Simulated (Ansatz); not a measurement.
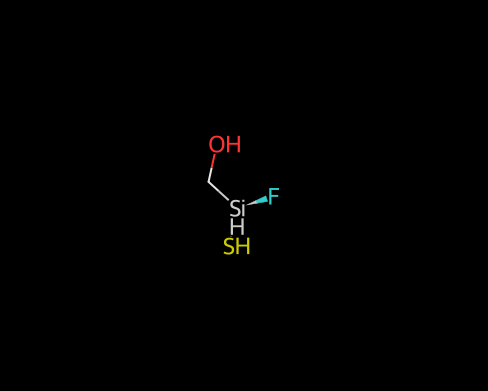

Skeletal drawing of a molecule.

Question: Transcribe the drawing into SMILES.

Answer: OC[Si@@H](F)S

Question: What is the molecular formula?

Answer: CH5FOSSi.

Question: An optimisation with PBE0-D4/def2-TZVP gave a structure of which point group?

Answer: C1.

The parts below concern this one geometry. Atoms keep their numbers from picture to picture. The geometry was computed by an optimisation with PBE0-D4/def2-TZVP. No frequency run is at hand to confirm it as a minimum.

Geometry

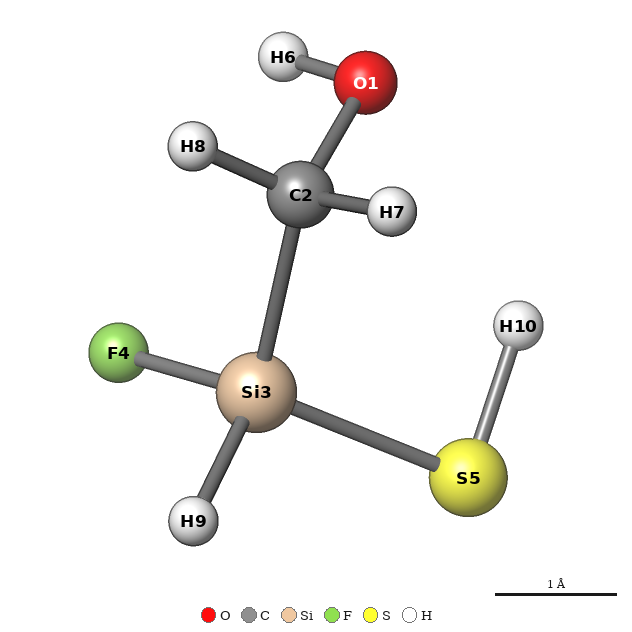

The atoms are numbered. No frequency run is at hand to confirm it as a minimum.

Which atoms are bonded, and how long are the bonds?

| bond | length (Å) | order |
| --- | --- | --- |
| O1–C2 | 1.425 | single |
| O1–H6 | 0.961 | single |
| C2–Si3 | 1.880 | single |
| C2–H7 | 1.093 | single |
| C2–H8 | 1.098 | single |
| Si3–F4 | 1.607 | single |
| Si3–S5 | 2.114 | single |
| Si3–H9 | 1.481 | single |
| S5–H10 | 1.348 | single |

Levels of theory compared

No frequency run is at hand to confirm it as a minimum. Program: Ansatz 0.2.0.

Tabulate HOMO energy (eV) at these levels: B3LYP-D4/def2-TZVPP; PBE-D4/def2-TZVPP; PBE0-D4/def2-TZVPP; r2SCAN-D4/def2-TZVPP; ωB97M-V/def2-TZVPP; ωB97X-V/def2-TZVPP.

```csv
level,HOMO energy (eV)
B3LYP-D4/def2-TZVPP,−7.45
PBE-D4/def2-TZVPP,−6.30
PBE0-D4/def2-TZVPP,−7.69
r2SCAN-D4/def2-TZVPP,−6.60
ωB97M-V/def2-TZVPP,−9.93
ωB97X-V/def2-TZVPP,−10.08
```

Charges

The questions are on Mulliken charges. No frequency run is at hand to confirm it as a minimum. Level of theory: RKS r2SCAN-D4/def2-TZVPP (Ansatz 0.2.0).

List the Mulliken charges.

| atom | value (e) |
| --- | --- |
| O1 | −0.36 |
| C2 | −0.04 |
| Si3 | 0.62 |
| F4 | −0.33 |
| S5 | −0.28 |
| H6 | 0.21 |
| H7 | 0.07 |
| H8 | 0.07 |
| H9 | −0.09 |
| H10 | 0.13 |

Dipole moment

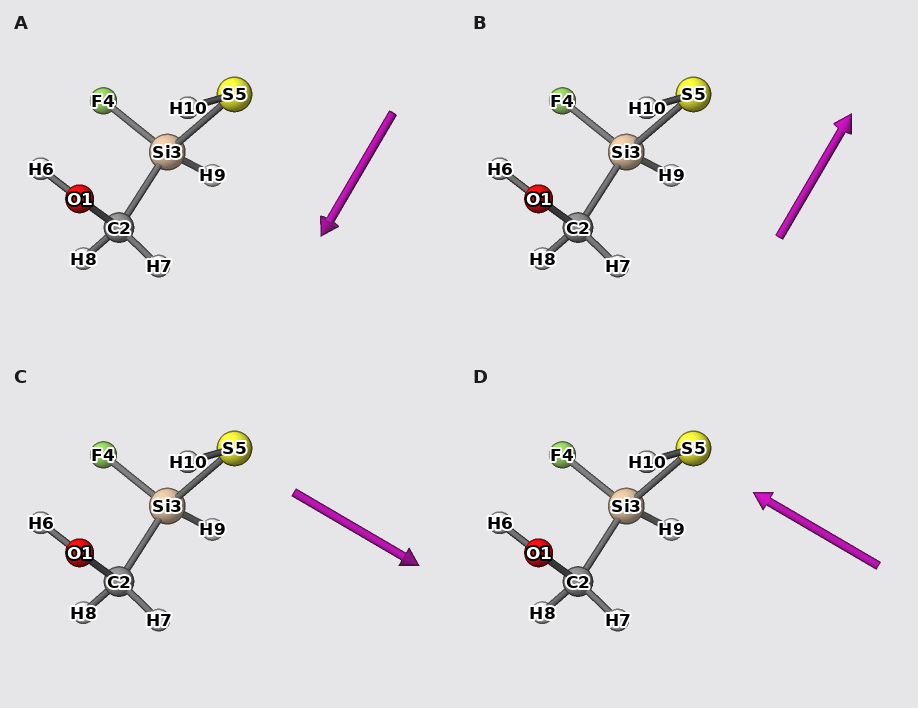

The same molecule four times, each with an arrow. No frequency run is at hand to confirm it as a minimum. Level of theory: RKS PBE-D4/def2-TZVPP (Ansatz 0.2.0).

Question: Which arrow points along the dipole moment, from the negative to the positive end?

Answer: A. The dipole moment is 1.49 D; it points from the side of S5 to the side of H8 (the outermost atoms at the two ends).

Mulliken values depend strongly on the basis set and can even reverse the polarity of a bond.
